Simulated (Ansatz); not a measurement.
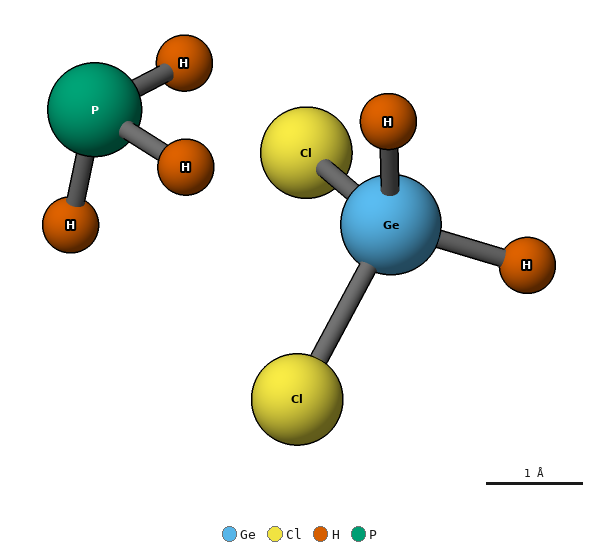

Figure 1. The starting structure (ball-and-stick view, seen at a tilt). Sticks mark near contacts.

# Run report: GePH$_{5}$Cl$_{2}$, geometry relaxation (part 1 of 2)

GePH$_{5}$Cl$_{2}$, computed with RKS B3LYP/def2-SVP (Ansatz 0.2.0).

It belongs to a series of runs on one base structure; here: end point A relaxed.

### Input
```yaml
crystal:
  periodic: [false, false, false]
  atoms:
    - { symbol: Ge, position_ang: [0.02327, -0.127501, 0.042448] }
    - { symbol: Cl, position_ang: [-0.040517, -0.484174, 2.2171] }
    - { symbol: Cl, position_ang: [2.022722, -0.448945, -0.731594] }
    - { symbol: H, position_ang: [-0.511861, 1.261655, -0.295721] }
    - { symbol: H, position_ang: [-0.824056, -1.260624, -0.559975] }
    - { symbol: P, position_ang: [1.719828, 2.675878, 1.271139] }
    - { symbol: H, position_ang: [2.593622, 1.560772, 1.42004] }
    - { symbol: H, position_ang: [1.504, 2.448017, -0.11501] }
    - { symbol: H, position_ang: [0.577192, 1.966222, 1.727473] }
basis:
  gaussian: { orbitals: def2-SVP }
hamiltonian:
  xc: b3lyp
relax:
  f_tol: 0.03
  max_steps: 50
output:
  orbitals: {}
```

Command:
```bash
ansatz run input.yaml --threads 4 --pin off --max-ram 5120MiB --backend cpu --events-out ev --progress --plain --runs-dir out
```

### The program's output
```
The last accepted step is kept in [file] (removed where the run ends without a failure and the disk answers)
Engine: ansatz 0.2.0, aarch64-unknown-linux-gnu
Functional definition: B3LYP
  parameter a0 = 0.2
  parameter ax = 0.72
  parameter ac = 0.81
  exchange = (1 - a0 - ax)*slater_x + ax*b88_x + a0*exact_x
  correlation = (1 - ac)*vwn_rpa_c + ac*lyp_c
1133 factors; integrals over basis functions are off by at most 3.5e-4 eV
mean field evaluation 1: about -90918.9286 eV, gradient 2.3e1 eV
mean field evaluation 2: about -90918.6916 eV, gradient 2.7e1 eV
mean field evaluation 4: about -90919.9135 eV, gradient 5.9e-1 eV
mean field evaluation 8: about -90919.9254 eV, gradient 2.4e-2 eV
mean field -90919.92535576 eV, -3341.2456290854 hartree, gradient 1.3e-5 eV, S^2 0.000000; 0 other end points of the search recorded, 0 dependent functions left out
the calculation of the forces begins
reference -90919.92561170 eV, -3341.2456384908 hartree; 43, 43 occupied and 68, 68 virtual orbitals, 1133 factors
relax step   1: F+E_penalty+E_count = -90919.92535576 eV  Δ(F+E_penalty+E_count) = +0.000e0 eV  max|allowed force component| = 8.008e-1 eV/Å  Δτ_max = 0.0000 Å  (25 SCF iters, accepted)
these checks for a lower state are left out or cut short: starts, cluster_reference, orbital_swaps, neighbouring_geometries, increment
1133 factors; integrals over basis functions are off by at most 3.4e-4 eV
mean field evaluation 16: about -90920.0881 eV, gradient 5.3e0 eV
mean field -90920.15962207 eV, -3341.2542382133 hartree, gradient 1.6e-5 eV, S^2 0.000000; 0 other end points of the search recorded, 0 dependent functions left out
[... from here on the field's lines of each further geometry are left out, up to the last ...]
relax step   2: F+E_penalty+E_count = -90920.15962207 eV  Δ(F+E_penalty+E_count) = -2.343e-1 eV  max|allowed force component| = 2.164e-1 eV/Å  Δτ_max = 0.1944 Å  (27 SCF iters, accepted)
relax step   3: F+E_penalty+E_count = -90920.24848747 eV  Δ(F+E_penalty+E_count) = -8.887e-2 eV  max|allowed force component| = 7.641e-2 eV/Å  Δτ_max = 0.2000 Å  (24 SCF iters, accepted)
relax step   4: F+E_penalty+E_count = -90920.16674314 eV  Δ(F+E_penalty+E_count) = +8.174e-2 eV  max|allowed force component| = 6.667e-1 eV/Å  Δτ_max = 0.1874 Å  (27 SCF iters, rejected (line search))
relax step   5: F+E_penalty+E_count = -90920.26335268 eV  Δ(F+E_penalty+E_count) = -1.487e-2 eV  max|allowed force component| = 4.682e-2 eV/Å  Δτ_max = 0.0907 Å  (24 SCF iters, accepted)
relax step   6: F+E_penalty+E_count = -90920.26971321 eV  Δ(F+E_penalty+E_count) = -6.361e-3 eV  max|allowed force component| = 3.065e-2 eV/Å  Δτ_max = 0.1000 Å  (24 SCF iters, accepted)
relax step   7: F+E_penalty+E_count = -90920.27178637 eV  Δ(F+E_penalty+E_count) = -2.073e-3 eV  max|allowed force component| = 2.753e-2 eV/Å  Δτ_max = 0.0843 Å  (24 SCF iters, accepted)
relax step   8: F+E_penalty+E_count = -90920.27361207 eV  Δ(F+E_penalty+E_count) = -1.826e-3 eV  max|allowed force component| = 1.426e-1 eV/Å  Δτ_max = 0.1959 Å  (26 SCF iters, accepted)
relax step   9: F+E_penalty+E_count = -90920.27524178 eV  Δ(F+E_penalty+E_count) = -1.630e-3 eV  max|allowed force component| = 6.183e-2 eV/Å  Δτ_max = 0.0401 Å  (25 SCF iters, accepted)
relax step  10: F+E_penalty+E_count = -90920.27747091 eV  Δ(F+E_penalty+E_count) = -2.229e-3 eV  max|allowed force component| = 5.049e-2 eV/Å  Δτ_max = 0.0930 Å  (23 SCF iters, accepted)
relax step  11: F+E_penalty+E_count = -90920.27253949 eV  Δ(F+E_penalty+E_count) = +4.931e-3 eV  max|allowed force component| = 4.607e-1 eV/Å  Δτ_max = 0.1958 Å  (26 SCF iters, rejected (line search))
relax step  12: F+E_penalty+E_count = -90920.27855372 eV  Δ(F+E_penalty+E_count) = -1.083e-3 eV  max|allowed force component| = 1.599e-1 eV/Å  Δτ_max = 0.0845 Å  (24 SCF iters, accepted)
relax step  13: F+E_penalty+E_count = -90920.28043423 eV  Δ(F+E_penalty+E_count) = -1.881e-3 eV  max|allowed force component| = 1.576e-1 eV/Å  Δτ_max = 0.0975 Å  (23 SCF iters, accepted)
relax step  14: F+E_penalty+E_count = -90920.28175433 eV  Δ(F+E_penalty+E_count) = -1.320e-3 eV  max|allowed force component| = 1.306e-1 eV/Å  Δτ_max = 0.0291 Å  (24 SCF iters, accepted)
relax step  15: F+E_penalty+E_count = -90920.28451508 eV  Δ(F+E_penalty+E_count) = -2.761e-3 eV  max|allowed force component| = 7.857e-3 eV/Å  Δτ_max = 0.0812 Å  (24 SCF iters, accepted)
relax step  16: F+E_penalty+E_count = -90920.28369091 eV  Δ(F+E_penalty+E_count) = +8.242e-4 eV  max|allowed force component| = 3.487e-1 eV/Å  Δτ_max = 0.1953 Å  (27 SCF iters, rejected (line search))
relax step  17: F+E_penalty+E_count = -90920.28630574 eV  Δ(F+E_penalty+E_count) = -1.791e-3 eV  max|allowed force component| = 9.316e-2 eV/Å  Δτ_max = 0.0964 Å  (23 SCF iters, accepted)
relax step  18: F+E_penalty+E_count = -90920.28672489 eV  Δ(F+E_penalty+E_count) = -4.192e-4 eV  max|allowed force component| = 1.956e-1 eV/Å  Δτ_max = 0.0976 Å  (23 SCF iters, accepted)
relax step  19: F+E_penalty+E_count = -90920.28803659 eV  Δ(F+E_penalty+E_count) = -1.312e-3 eV  max|allowed force component| = 8.495e-2 eV/Å  Δτ_max = 0.0122 Å  (22 SCF iters, accepted)
relax step  20: F+E_penalty+E_count = -90920.28892181 eV  Δ(F+E_penalty+E_count) = -8.852e-4 eV  max|allowed force component| = 4.300e-3 eV/Å  Δτ_max = 0.0392 Å  (24 SCF iters, accepted)
relax step  21: F+E_penalty+E_count = -90920.28947395 eV  Δ(F+E_penalty+E_count) = -5.521e-4 eV  max|allowed force component| = 8.024e-2 eV/Å  Δτ_max = 0.1050 Å  (23 SCF iters, accepted)
relax step  22: F+E_penalty+E_count = -90920.28973152 eV  Δ(F+E_penalty+E_count) = -2.576e-4 eV  max|allowed force component| = 5.028e-2 eV/Å  Δτ_max = 0.0337 Å  (24 SCF iters, accepted)
the calculation of the forces begins
reference -90920.29031452 eV, -3341.2590410724 hartree; 43, 43 occupied and 68, 68 virtual orbitals, 1133 factors
relax step  23: F+E_penalty+E_count = -90920.29004148 eV  Δ(F+E_penalty+E_count) = -3.100e-4 eV  max|allowed force component| = 8.909e-3 eV/Å  Δτ_max = 0.0119 Å  (22 SCF iters, accepted)
```

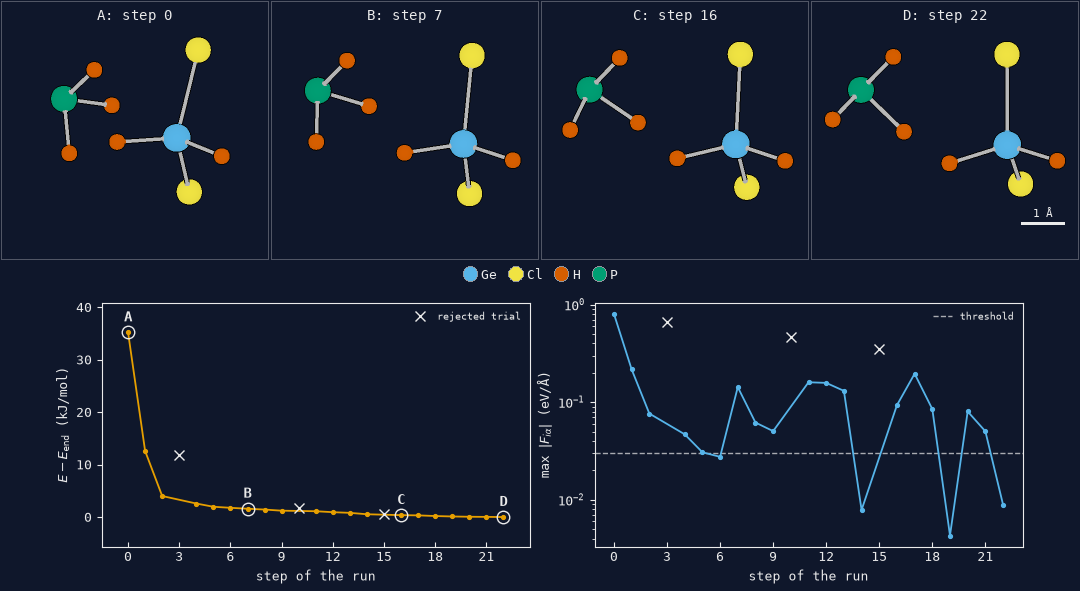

Figure 2. Frames of the relaxation (ball-and-stick view, seen at a tilt) above the curves, on which the letters mark them (the first geometry is step 0 here and step 1 in the log).

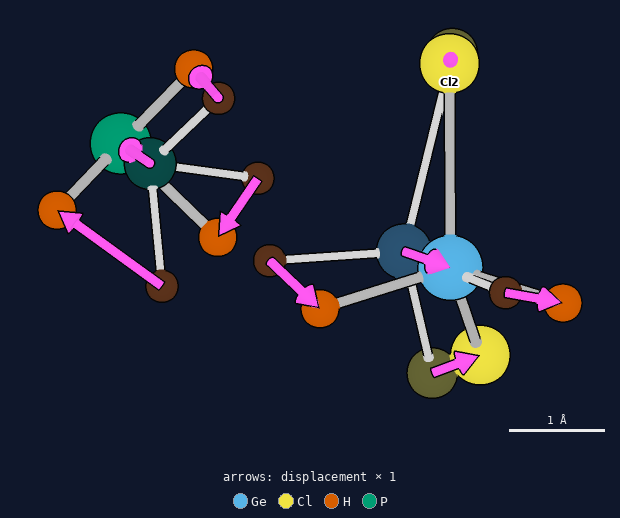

Figure 3. Start (faint) and end (solid) with the displacements as pink arrows, at true length (ball-and-stick view, seen at a tilt). The two geometries are laid on each other by the best rigid fit. The energy falls by 35.2 kJ/mol in 22 geometry steps. Largest force component: 0.8 eV/Å at the start, 0.0089 eV/Å at the end. The line search rejected the trial steps at points 3, 10, 15 (counted from 0) and went back. The largest move after the best rigid fit is that of H8, 1.38 Å. By element the largest moves are H 1.38 Å, P 0.77 Å, Ge 0.62 Å, Cl 0.59 Å. Distances before and after: Ge1–Cl2 2.205 → 2.170 Å, Ge1–H4 1.527 → 1.533 Å, P6–H7 1.424 → 1.430 Å, Ge1–H5 1.538 → 1.534 Å. Among the angles that change: Cl3–Ge1–H4 112.3° → 108.1°, Cl2–Ge1–H5 104.6° → 108.1°, H8–P6–H9 96.4° → 93.2°. (Atoms are counted from 1 in the order of the input.)

```
1133 factors; integrals over basis functions are off by at most 4.0e-4 eV
mean field -90920.29004148 eV, -3341.2590310383 hartree, gradient 2.1e-5 eV, S^2 0.000000; 1 other end points of the search recorded, 0 dependent functions left out
the calculation of the forces begins
reference -90920.29031452 eV, -3341.2590410724 hartree; 43, 43 occupied and 68, 68 virtual orbitals, 1133 factors
Total energy: -90920.29031452 eV, -3341.2590410724 hartree
Atom 0 at    -0.247006    -0.646717    -0.166256 Å, force     0.007977    -0.000041    -0.002108 eV/Å
Atom 1 at    -0.591375    -0.461608     1.967985 Å, force    -0.004126    -0.000334    -0.008078 eV/Å
Atom 2 at     1.871458    -0.961882    -0.511390 Å, force     0.008572    -0.000506    -0.000169 eV/Å
Atom 3 at    -0.648783     0.673095    -0.835418 Å, force    -0.006359     0.003115     0.002384 eV/Å
Atom 4 at    -0.992677    -1.891807    -0.662423 Å, force    -0.006865    -0.001851     0.007047 eV/Å
Atom 5 at     2.297444     3.033030     1.613048 Å, force    -0.007154    -0.006810    -0.008909 eV/Å
Atom 6 at     2.690502     1.941033     0.778146 Å, force    -0.000253     0.006504     0.003455 eV/Å
Atom 7 at     1.466483     3.611696     0.601771 Å, force     0.004897    -0.002165     0.005869 eV/Å
Atom 8 at     1.218155     2.294460     2.190437 Å, force     0.003310     0.002087     0.000509 eV/Å
Dipole moment:    -0.405771    -0.114518    -0.379244 e Å
```

### Trajectory as extended XYZ (Å, eV, eV/Å), 23 frames, from step=1 to step=23
```
9
Properties=species:S:1:pos:R:3:forces:R:3 step=1 energy=-90919.92536
Ge    0.0233   -0.1275    0.0424   -0.4598  -0.8008   0.1153
Cl   -0.0405   -0.4842    2.2171   -0.0182  -0.0404  -0.4190
Cl    2.0227   -0.4489   -0.7316    0.0071  -0.0006  -0.0050
H    -0.5119    1.2617   -0.2957    0.0285   0.0068   0.0046
H    -0.8241   -1.2606   -0.5600   -0.0021  -0.0027   0.0072
P     1.7198    2.6759    1.2711    0.4317   0.7153   0.3346
H     2.5936    1.5608    1.4200   -0.0265   0.0048  -0.0047
H     1.5040    2.4480   -0.1150   -0.0160  -0.0052  -0.0099
H     0.5772    1.9662    1.7275    0.0552   0.1229  -0.0231
9
Properties=species:S:1:pos:R:3:forces:R:3 step=2 energy=-90920.15962
Ge   -0.0563   -0.2648   -0.0038   -0.0384  -0.0993   0.1400
Cl   -0.0864   -0.5784    2.1589   -0.0058  -0.0075  -0.2164
Cl    1.9687   -0.5166   -0.7497   -0.0699  -0.0291   0.0142
H    -0.5288    1.1639   -0.3065    0.0150  -0.0961   0.0107
H    -0.9072   -1.3754   -0.6120   -0.0842  -0.1193  -0.0831
P     1.8208    2.8320    1.3278    0.1555   0.0121   0.0148
H     2.6278    1.6583    1.4505    0.0673   0.0990   0.0482
H     1.5607    2.5520   -0.0480    0.0208   0.1229  -0.0287
H     0.6649    2.1202    1.7588   -0.0604   0.1172   0.1001
9
Properties=species:S:1:pos:R:3:forces:R:3 step=3 energy=-90920.24849
Ge   -0.1302   -0.3902   -0.0514   -0.0139  -0.0456   0.0525
Cl   -0.1458   -0.6883    2.1018    0.0030   0.0149  -0.0597
Cl    1.8934   -0.6433   -0.7913   -0.0098   0.0218   0.0099
H    -0.5964    1.0415   -0.3447    0.0283  -0.0307  -0.0005
H    -0.9826   -1.4985   -0.6699   -0.0640  -0.0602  -0.0445
P     1.9162    2.9744    1.3849    0.0764  -0.0169  -0.0029
H     2.7188    1.7982    1.5108    0.0276   0.0424   0.0174
H     1.6450    2.7085    0.0067   -0.0061   0.0444  -0.0084
H     0.7460    2.2890    1.8291   -0.0414   0.0300   0.0362
9
Properties=species:S:1:pos:R:3:forces:R:3 step=4 energy=-90920.16674 accepted=F
Ge   -0.1899   -0.5547   -0.0833    0.0573   0.6667  -0.1652
Cl   -0.1876   -0.6737    2.0751   -0.0603  -0.3287   0.1247
Cl    1.8586   -0.6282   -0.7949    0.0465  -0.3836  -0.0482
H    -0.5137    0.9183   -0.3420   -0.3404  -0.0098  -0.1378
H    -1.1175   -1.5928   -0.7595    0.2724   0.0088   0.2102
P     1.9899    3.0556    1.4174   -0.5123  -0.0697  -0.0043
H     2.7816    1.8787    1.5208    0.0593  -0.1221  -0.0120
H     1.6483    2.8025    0.0446    0.0903   0.0327   0.1254
H     0.7945    2.3857    1.8977    0.3873   0.2056  -0.0928
9
Properties=species:S:1:pos:R:3:forces:R:3 step=5 energy=-90920.26335
Ge   -0.1643   -0.4568   -0.0734   -0.0327  -0.0127  -0.0088
Cl   -0.1764   -0.7258    2.0795   -0.0038  -0.0253  -0.0100
Cl    1.8620   -0.6881   -0.8073    0.0155  -0.0211  -0.0005
H    -0.6123    0.9778   -0.3654   -0.0223   0.0227  -0.0208
H    -1.0299   -1.5570   -0.7024    0.0140  -0.0103   0.0187
P     1.9602    3.0342    1.4100   -0.0236   0.0462   0.0308
H     2.7674    1.8635    1.5341    0.0102  -0.0217  -0.0056
H     1.6747    2.7821    0.0314   -0.0042  -0.0024   0.0141
H     0.7829    2.3614    1.8693    0.0468   0.0246  -0.0178
9
Properties=species:S:1:pos:R:3:forces:R:3 step=6 energy=-90920.26971
Ge   -0.2016   -0.5090   -0.0996    0.0144   0.0093   0.0044
Cl   -0.2139   -0.7764    2.0531   -0.0135   0.0076  -0.0006
Cl    1.8330   -0.7428   -0.8138   -0.0071   0.0044  -0.0071
H    -0.6552    0.9252   -0.4040   -0.0003  -0.0307  -0.0031
H    -1.0549   -1.6219   -0.7209   -0.0038   0.0001  -0.0021
P     2.0116    3.1025    1.4412    0.0039  -0.0006   0.0032
H     2.8080    1.9207    1.5435    0.0073  -0.0005  -0.0015
H     1.7002    2.8574    0.0671   -0.0004   0.0084  -0.0036
H     0.8369    2.4355    1.9092   -0.0004   0.0020   0.0104
```
